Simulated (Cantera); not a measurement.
A closed system holds: 1 mol trisilylamine, 17 mol N2, 0.15 mol NH3, at 0.000710 bar.

Equilibrium computed with Cantera from the NASA thermochemical tables; the gas is ideal and each condensed phase is pure. Candidate condensed phases: Si, Si3N4; 18 gas species. The feed counts by its element totals alone. Equilibrium is a limit: real reactors are often held back by kinetics, nucleation or transport.

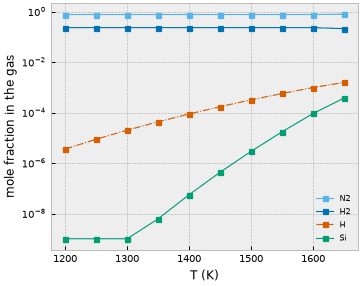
Fig. 1. Equilibrium gas composition (values under 1e-9 drawn at 1e-9)

### Question
Read off the mole fractions at 1200 K.

### Answer
N2 about 0.77, H2 about 0.23, H about 3.6e-6.
